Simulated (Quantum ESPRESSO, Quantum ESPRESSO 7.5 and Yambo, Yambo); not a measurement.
**MgH2 (P4_2/mnm): G0W0 on several meshes in Yambo**

How does the mesh move the gap of MgH2 (P4_2/mnm)?

Method: PBE and many-body steps on it, plane waves, in Quantum ESPRESSO 7.5 and Yambo 5.3.0.

### Step 1. The starting structure

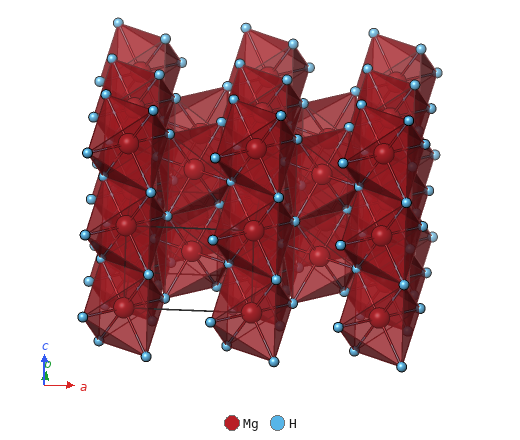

The cell as given, slightly off an axis (magnesium red, hydrogen blue). 2×2×2 cells are drawn. Some periodic images of atoms are drawn too.

As a file:

```cif
data_structure
_symmetry_space_group_name_H-M 'P4_2/mnm'
_symmetry_Int_Tables_number 136
_cell_length_a 4.5168
_cell_length_b 4.5168
_cell_length_c 3.0205
_cell_angle_alpha 90.000
_cell_angle_beta 90.000
_cell_angle_gamma 90.000
_cell_volume 61.62
loop_
_atom_site_label
_atom_site_type_symbol
_atom_site_symmetry_multiplicity
_atom_site_Wyckoff_symbol
_atom_site_fract_x
_atom_site_fract_y
_atom_site_fract_z
_atom_site_occupancy
Mg1 Mg 2 a 0.00000 0.00000 0.00000 1
H1 H 4 f 0.30600 0.30600 0.00000 1
```

The cell and positions come from the Crystallography Open Database and are kept as given unless a step says otherwise.

### Step 2. Empty states on the mesh, 2×2×2 mesh, 112 bands

This step: Quantum ESPRESSO 7.5; DFT, PBE, plane waves, norm-conserving pseudopotentials.

The sums over transitions need many empty states on a uniform mesh; this step solves for them.

Contents of pw.in:

```
&control
  calculation = 'nscf'
  prefix = 'x'
  outdir = 'o'
  pseudo_dir = 'pseudo'
/
&system
  ibrav = 0
  nat = 6
  ntyp = 2
  ecutwfc = 76.0
  nbnd = 112
  force_symmorphic = .true.
/
&electrons
  conv_thr = 1e-9
  electron_maxstep = 80
  diago_full_acc = .true.
  diago_thr_init = 5e-6
/
ATOMIC_SPECIES
  Mg 24.305 Mg.upf
  H 1.008 H.upf
CELL_PARAMETERS angstrom
  4.5168000000 0.0000000000 0.0000000000
  0.0000000000 4.5168000000 0.0000000000
  0.0000000000 0.0000000000 3.0205000000
ATOMIC_POSITIONS crystal
  Mg 0.0000000000 0.0000000000 0.0000000000
  Mg 0.5000000000 0.5000000000 0.5000000000
  H 0.3060000000 0.3060000000 0.0000000000
  H 0.1940000000 0.8060000000 0.5000000000
  H 0.6940000000 0.6940000000 0.0000000000
  H 0.8060000000 0.1940000000 0.5000000000
K_POINTS automatic
  2 2 2 0 0 0
```

Run with:

```
$ OMP_NUM_THREADS=1 mpirun -n 8 pw.x -nk 4 -in pw.in > pw.out
```

Output:

```text
Program PWSCF v.7.5 starts

     This program is part of the open-source Quantum ESPRESSO suite
     for quantum simulation of materials; please cite
         "P. Giannozzi et al., J. Phys.:Condens. Matter 21 395502 (2009);
         "P. Giannozzi et al., J. Phys.:Condens. Matter 29 465901 (2017);
         "P. Giannozzi et al., J. Chem. Phys. 152 154105 (2020);
     in publications or presentations arising from this work. More details at

     Atomic positions and unit cell read from directory:
     o/x.save/

     Message from routine setup:
[...]
k = 0.0000-0.5000 0.0000 (  4628 PWs)   bands (ev):

[...]
68.3574  68.3574  68.8879  68.8879  70.3597  70.3597  71.8365  71.8365
    74.3498  74.3498  75.5915  75.5915  77.3029  77.3029  77.4320  77.4320

          k = 0.0000-0.5000-0.7477 (  4680 PWs)   bands (ev):

     [... further k-points ...]

     highest occupied, lowest unoccupied level (ev):     1.6844    5.5994

     XML data file, pseudopotentials, collected wavefunctions

=------------------------------------------------------------------------------=
   JOB DONE.
=------------------------------------------------------------------------------=
```

The job ended after 6.7 s (8 MPI ranks of AMD EPYC 7R43, shared host; peak memory 0.57 GiB; 50 s of CPU time).

This step gave:

- gap: 3.915 eV
- k of the valence top: 0, 0, -0.5
- k of the conduction bottom: -0.5, -0.5, -0.5
- least direct gap: 4.769 eV
- k points computed: 6
- lowest point of the top converged band, above the valence top: 70.5954 eV

On this mesh the gap is 3.915 eV.

The density comes from a self-consistent run that is not shown.

### Step 3. Conversion and set-up

This step: Yambo 5.3.0; conversion and set-up on PBE, plane waves, norm-conserving pseudopotentials.

The states are converted to the many-body program's format and the q mesh is built.

Run with:

```
$ (cd o/x.save; p2y > p2y.log; mv SAVE ../..); yambo > setup.log
```

Output:

```text
 Yambo, version 5.3.0

 [02] CORE Variables Setup
 =========================

  [02.01] Unit cells
  ==================

  Cell kind             :  Unknown
  Atoms in the cell     :  Mg  H
  number of Mg atoms    :  2
  number of H  atoms    :   4

  List of atomic masses
  Mass of Mg    :  24.30500
  Mass of H     :  1.008000

  List of atomic coordinates    : [cc]
  Mg1       :  0.000000  0.000000  0.000000  order 1
  Mg2       :  4.267757  4.267757  2.853959  order 2
  H1       :  2.611868  2.611868  0.000000  order 3
  H2       :  1.655890  6.879625  2.853959  order 4
[...]
==========================================

 IBZ Q-points                                      :   6
 BZ  Q-points                                      :   8

 K/Q-points units:
 rlu = crystal or reduced units; cc = cartesian coordinates; iku = interal k-units

 Q [1]          [rlu]:  0.000000  0.000000  0.000000
 Q [2]          [rlu]:  0.000000  0.000000 -0.500000
 Q [3]          [rlu]:  0.000000 -0.500000  0.000000
 Q [4]          [rlu]:  0.000000 -0.500000 -0.500000
 Q [5]          [rlu]: -0.500000 -0.500000  0.000000
 Q [6]          [rlu]: -0.500000 -0.500000 -0.500000

  [03.01] X indexes
  =================

   [03.01.01] Sigma indexes
   ========================

 [06] Game Over & Game summary
```

The job ended after 3.4 s (1 MPI rank; peak memory 0.23 GiB).

### Step 4. 2×2×2

G0W0 replaces the xc potential by the self-energy, built once from these orbitals. Only a window of levels is corrected, while the sums run over the empty bands that the input names.

This step: G0W0 on PBE, plane waves, norm-conserving pseudopotentials.

Contents of gw13.in:

```
HF_and_locXC
gw0
dyson
ppa
em1d
rim_cut
RandQpts= 1000000
RandGvec= 1 RL
EXXRLvcs= 76 Ry
VXCRLvcs= 304 Ry
Chimod= "HARTREE"
% BndsRnXp
 1 | 112 |
%
NGsBlkXp= 12 Ry
% LongDrXp
 1 | 1 | 1 |
%
% GbndRnge
 1 | 112 |
%
DysSolver= "n"
ExtendOut
PPAPntXp= 27.21138 eV
% QPkrange
 2 | 2 | 11 | 14 |
 6 | 6 | 11 | 14 |
 1 | 1 | 11 | 14 |
%
```

Run with:

```
$ OMP_NUM_THREADS=2 mpirun -n 4 yambo -F gw13.in -J gw13 -C gw13 > gw13.log
```

Output:

```text
 Yambo, version 5.3.0

 [02] CORE Variables Setup
 =========================

  [... cell, symmetries and grids as in the set-up ...]

  [02.05] Energies & Occupations
  ==============================

  [X] === General ===
  [X] Electronic Temperature                        :  0.000000  0.000000 [eV K]
  [X] Bosonic    Temperature                        :  0.000000  0.000000 [eV K]
  [X] Finite Temperature mode                       : no
  [X] El. density                                   :  0.38947E+24 [cm-3]
  [X] Fermi Level                                   :  1.684439 [eV]

  [X] === Gaps and Widths ===
  [X] Conduction Band Min                           :  3.914982 [eV]
  [X] Valence Band Max                              :  0.000000 [eV]
  [X] Filled Bands                                  :  12
  [X] Empty Bands                                   :   13  112
  [X] Direct Gap                                    :  4.769157 [eV]
  [X] Direct Gap localized at k                     :   6
  [X] Indirect Gap                                  :  3.914982 [eV]
  [X] Indirect Gap between kpts                     :   2   6
  [X] Last valence band width                       :  2.627666 [eV]
  [X] 1st conduction band width                     :  5.219412 [eV]

 [03] Transferred momenta grid and indexing
 ==========================================

 IBZ Q-points                                      :   6
 BZ  Q-points                                      :   8

 K/Q-points units:
 rlu = crystal or reduced units; cc = cartesian coordinates; iku = interal k-units

 Q [1]          [rlu]:  0.000000  0.000000  0.000000
 Q [2]          [rlu]:  0.000000  0.000000 -0.500000
 Q [3]          [rlu]:  0.000000 -0.500000  0.000000
 Q [4]          [rlu]:  0.000000 -0.500000 -0.500000
 Q [5]          [rlu]: -0.500000 -0.500000  0.000000
 Q [6]          [rlu]: -0.500000 -0.500000 -0.500000

 [04] Coloumb potential Random Integration (RIM)
 ===============================================

  [04.01] RIM initialization
  ==========================

  * Diagonal components only detected *

  8 x (sBL volume)        :  0.596489 [a.u.]
  sBZ random points       :  1000000
  Points outside the sBZ  :   7992674
  RL volume               :  0.596489 [a.u.]
  Integrated volume       :  0.597036 [a.u.]

  [04.02] RIM integrals
  =====================

  Gamma point sphere radius             :  0.152693 [a.u.]
  Points outside the sphere             :   799746
  [Int_sBZ(q=0) 1/q^2]*(Vol_sBZ)^(-1/3) =:  7.538312
                                 should be <:  7.795600

  Summary of Coulomb integrals for non-metallic bands |Q|[au] RIM/Bare

  Q [1] 0.100000E-4 0.966996 * Q [3] 0.368061 0.952411
  Q [5] 0.520517 0.994565 * Q [2] 0.550392 1.179740
  Q [4] 0.662118 1.091923 * Q [6] 0.757542 1.053786

 [05] Dipoles
 ============

  [05.01] Setup: observables and procedures
  =========================================

 [06] Dynamic Dielectric Matrix (PPA)
 ====================================

 [WR./gw13//ndb.pp]--------------------------------------------------------------
  Brillouin Zone Q/K grids (IBZ/BZ)                :   6   8   6   8
  RL vectors                                       :   5981 [WF]
  Coulomb cutoff potential                         : none
  Electronic Temperature                           :  0.000000 [K]
  Bosonic    Temperature                           :  0.000000 [K]
  PPA    diel. fun.  energies                      : Perdew, Burke & Ernzerhof(X)+Perdew, Burke & Ernzerhof(C)
  wavefunctions                                    : Perdew, Burke & Ernzerhof(X)+Perdew, Burke & Ernzerhof(C)
  Global Gauge                                     : length
  X matrix size                                    :  315
  X band range                                     :    1  112
  X e/h energy range                               : -1.000000 -1.000000 [eV]
  X Time ordering                                  : R
  X Hxc Kernel                                     : HARTREE
  X Drude frequency                                :  0.000000  0.000000
  X poles                                          :  100.0000 [o/o]
  RL vectors in the sum                            :   5981
  [r,Vnl] included                                 : yes
  Field direction                                  :  0.577350E-5  0.577350E-5  0.577350E-5
  BZ energy Double Grid                            : no
  BZ energy DbGd points                            : 0
  BZ Q point size factor                           : -1.000000
  X Optical Averaged directions                    : none

 [07] Local Exchange-Correlation + Non-Local Fock
 ================================================

 [VXC] Plane waves :   37211
 [EXS] Plane waves :   4683

 QP @ state[ 1 ] K range:  1  2
 QP @ state[ 1 ] b range:  11  14
 QP @ state[ 2 ] K range:   6   6
 QP @ state[ 2 ] b range:  11  14

 [xc] Functional : Perdew, Burke & Ernzerhof(X)+Perdew, Burke & Ernzerhof(C)
 [xc] LIBXC used to calculate xc functional

 [xc] E_xc :  -17.32657 [Ha]
      E_xc :  -34.65314 [Ry]

  Local XC kind (lXC) : Perdew, Burke & Ernzerhof(X)+Perdew, Burke & Ernzerhof(C)
  Non-Local XC kind (nlXC) : Hartree-Fock

  Corrections @ K [1] :  [eV]
 <11|nlXC|11> = -14.86659  0.21380E-17 <11|lXC|11> = -11.11383  0.37763E-15
 <12|nlXC|12> = -14.56383  0.13053E-16 <12|lXC|12> = -11.49412  0.37763E-15
 <13|nlXC|13> = -2.666200 -0.57354E-17 <13|lXC|13> = -6.786992 -0.18882E-15
 <14|nlXC|14> = -5.557938  0.64104E-17 <14|lXC|14> = -9.984004 -0.37763E-15

  Corrections @ K [2] :  [eV]
 <11|nlXC|11> = -15.18613 -0.12821E-16 <11|lXC|11> = -11.70967  0.18882E-15
 <12|nlXC|12> = -15.18588 -0.24663E-16 <12|lXC|12> = -11.70968  0.000000
[...]
Corrections @ K [6] :  [eV]
[...]
<12|nlXC|12> = -14.81363  0.14902E-16 <12|lXC|12> = -11.05669  0.94408E-16
 <13|nlXC|13> = -4.699638 -0.93702E-18 <13|lXC|13> = -9.140696 -0.23602E-16
 <14|nlXC|14> = -4.699310  0.10887E-17 <14|lXC|14> = -9.140670  0.000000

  [07.01] Hartree-Fock occupations report
  =======================================

  [Hartree-Fock] === General ===
  [Hartree-Fock] Electronic Temperature             :  0.000000  0.000000 [eV K]
  [Hartree-Fock] Bosonic    Temperature             :  0.000000  0.000000 [eV K]
  [Hartree-Fock] Finite Temperature mode            : no
  [Hartree-Fock] El. density                        :  0.38947E+24 [cm-3]
  [Hartree-Fock] Fermi Level                        :  1.684439 [eV]

  [Hartree-Fock] === Gaps and Widths ===
  [Hartree-Fock] Conduction Band Min                :  5.218376 [eV]
  [Hartree-Fock] Valence Band Max                   : -0.429964 [eV]
  [Hartree-Fock] Filled Bands                       :  12
  [Hartree-Fock] Empty Bands                        :   13  112
  [Hartree-Fock] Direct Gap                         :  5.830293 [eV]
  [Hartree-Fock] Direct Gap localized at k          :  3
  [Hartree-Fock] Indirect Gap                       :  5.648340 [eV]
  [Hartree-Fock] Indirect Gap between kpts          :   3   4
  [Hartree-Fock] Last valence band width            :  4.181150 [eV]
  [Hartree-Fock] 1st conduction band width          :  6.073182 [eV]

 [08] Dyson equation: Newton solver
 ==================================

  [08.01] G0W0 (W PPA)
  ====================

  [  GW  ] Bands range     :    1  112
  [GW/PPA] G damping       :  0.100000 [eV]

  QP @ state[ 1 ] K range:  1  2
  QP @ state[ 1 ] b range:  11  14
  QP @ state[ 2 ] K range:   6   6
  QP @ state[ 2 ] b range:  11  14

   Sc/G bands                                       :    1  112
   Sc/G damping                                     :  0.100000 ev
   Sc bands terminator                              : no
   Sx RL components                                 :   4683

   QP @ state[ 1 ] K range                          :  1  2
   QP @ state[ 1 ] b range                          :  11  14
   QP @ state[ 2 ] K range                          :   6   6
   QP @ state[ 2 ] b range                          :  11  14
   GF energies kind                                 : Perdew, Burke & Ernzerhof(X)+Perdew, Burke & Ernzerhof(C)
   GF WF`s kind                                     : Perdew, Burke & Ernzerhof(X)+Perdew, Burke & Ernzerhof(C)
   Xs energies kind                                 : Perdew, Burke & Ernzerhof(X)+Perdew, Burke & Ernzerhof(C)
   Xs WF`s kind                                     : Perdew, Burke & Ernzerhof(X)+Perdew, Burke & Ernzerhof(C)

 [11] Game Over & Game summary
```

Run time: 23 s. Hardware: 4 MPI ranks; peak memory 1.4 GiB; 2.4 min of CPU time.

Numbers from this step:

| Quantity | Value |
| --- | --- |
| G0W0 gap on the points computed | 5.769 eV |
| starting gap on the mesh | 3.915 eV |
| k of the valence top | 0, 0, -0.5 |
| k of the conduction bottom | -0.5, -0.5, -0.5 |
| least direct G0W0 gap on the computed points | 6.686 eV |
| Z at the valence top | 0.7807 |
| Z at the conduction bottom | 0.8160 |

The gap on the mesh goes from 3.91 eV to 5.77 eV, a correction of +1.85 eV.

### Step 5. Empty states on the mesh, 2×2×4 mesh, 112 bands

This step: Quantum ESPRESSO 7.5; DFT, PBE, plane waves, norm-conserving pseudopotentials.

pw.in, as its differences from that of step 2:

```diff
@@ -35,2 +35,2 @@
 K_POINTS automatic
-  2 2 2 0 0 0
+  2 2 4 0 0 0
```

Run with:

```
$ OMP_NUM_THREADS=1 mpirun -n 8 pw.x -nk 4 -in pw.in > pw.out
```

Output:

```text
[banner, memory and clock lines left out]
Program PWSCF v.7.5 starts

     Atomic positions and unit cell read from directory:
     o/x.save/

     Message from routine setup:
     using ibrav=0 with symmetry is DISCOURAGED, use correct ibrav instead

     bravais-lattice index     =            0
     lattice parameter (alat)  =       8.5355  a.u.
     unit-cell volume          =     415.8504 (a.u.)^3
     number of atoms/cell      =            6
     number of atomic types    =            2
     number of electrons       =        24.00
[...]
12.7194  12.9758  13.9674  16.7642  16.7642  17.8765  18.2123  18.2123
[...]
k = 0.0000 0.0000 0.3738 (  4644 PWs)   bands (ev):

[...]
k = 0.0000 0.0000-0.7477 (  4632 PWs)   bands (ev):

[...]
68.7443  68.7443  68.8678  68.8678  70.4607  70.4607  70.5687  70.5687
    70.9746  70.9746  71.3728  71.3728  72.0544  72.0544  72.2798  72.2798

          k = 0.0000-0.5000 0.0000 (  4628 PWs)   bands (ev):

     [... further k-points ...]

     highest occupied, lowest unoccupied level (ev):     1.6844    5.5994

     XML data file, pseudopotentials, collected wavefunctions
```

The job ended after 9.4 s (8 MPI ranks; peak memory 0.6 GiB).

Numbers from this step:

* gap: 3.915 eV
* k of the valence top: 0, 0, -0.5
* k of the conduction bottom: -0.5, -0.5, -0.5
* least direct gap: 4.769 eV
* k points computed: 9
* lowest point of the top converged band, above the valence top: 70.5954 eV

On this mesh the gap is 3.915 eV.

### Step 6. Conversion and set-up

This step: Yambo 5.3.0; conversion and set-up on PBE, plane waves, norm-conserving pseudopotentials.

Run with:

```
$ (cd o/x.save; p2y > p2y.log; mv SAVE ../..); yambo > setup.log
```

Output:

```text
 Yambo, version 5.3.0

 [02] CORE Variables Setup
 =========================

  [02.01] Unit cells
  ==================

  Cell kind             :  Unknown
  Atoms in the cell     :  Mg  H
  number of Mg atoms    :  2
  number of H  atoms    :   4

  List of atomic masses
  Mass of Mg    :  24.30500
  Mass of H     :  1.008000

  List of atomic coordinates    : [cc]
  Mg1       :  0.000000  0.000000  0.000000  order 1
  Mg2       :  4.267757  4.267757  2.853959  order 2
  H1       :  2.611868  2.611868  0.000000  order 3
  H2       :  1.655890  6.879625  2.853959  order 4
[...]
==========================================

 IBZ Q-points                                      :   9
 BZ  Q-points                                      :  16

 K/Q-points units:
 rlu = crystal or reduced units; cc = cartesian coordinates; iku = interal k-units

 Q [1]          [rlu]:  0.000000  0.000000  0.000000
 Q [2]          [rlu]:  0.000000  0.000000  0.250000
 Q [3]          [rlu]:  0.000000  0.000000 -0.500000
[...]
Q [8]          [rlu]: -0.500000 -0.500000  0.250000
 Q [9]          [rlu]: -0.500000 -0.500000 -0.500000

  [03.01] X indexes
  =================

   [03.01.01] Sigma indexes
   ========================

 [06] Game Over & Game summary
```

Wall time 3.3 s (1 MPI rank); peak memory 0.24 GiB.

(Part 1 of 2 ends here.)

[Paths, hosts, dates, memory and timing lines, banners, echoed tables and standing remarks are left out of the program output.]

[Logs are printed without paths, hosts, clocks, repeated set-up lines and the standing remarks that a program may print on its own settings, such as how far it seeks lower states.]

[Runs of the session that timed out or met a known fault of the program may be left out.]

[Hosts, paths, dates, database ids (printed as entryN), source tags and the programs' standing remarks are cut or masked in the printed files.]
